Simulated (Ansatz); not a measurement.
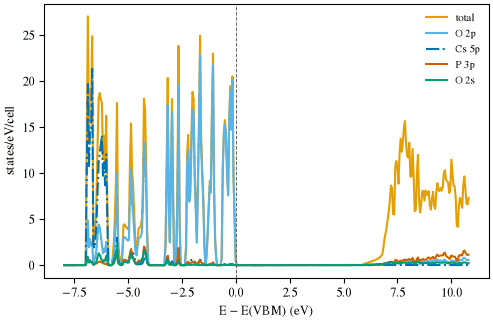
*Total and projected density of states of Cs2CaP2O7 in space group Cm (No. 8; Pearson symbol mS24), the program Ansatz at the r²SCAN level (PAW)*

**Question.** Which orbitals carry the states next to the gap?

**Answer.** Top 1 eV of the valence band: O 2p 97 %. Bottom 1 eV of the conduction band: Cs 6s 47 %, O 2s 14 %, Ca 4s 6 %, outside the projected shells 21 %. Projections are on Löwdin-orthogonalised atomic valence shells; empty p or d shells of many metals are not among them.

**Question.** Where is the tallest occupied peak in this window, and what makes it?

**Answer.** Near -6.8 eV, about 27 states/eV per cell; the largest projected share is Cs 5p.

The first step of the workflow began from a Materials Project structure, measured or hypothetical; the Crystallography Open Database copy checked does not list it. Its standing as an ambient phase is unchecked. The r²SCAN relaxation kept the symmetry of its start; its stability against distortions is not shown here. Scalar-relativistic: spin–orbit coupling is off unless named, which matters more the heavier the elements.

Potentials: the later of the program's two PAW sets.
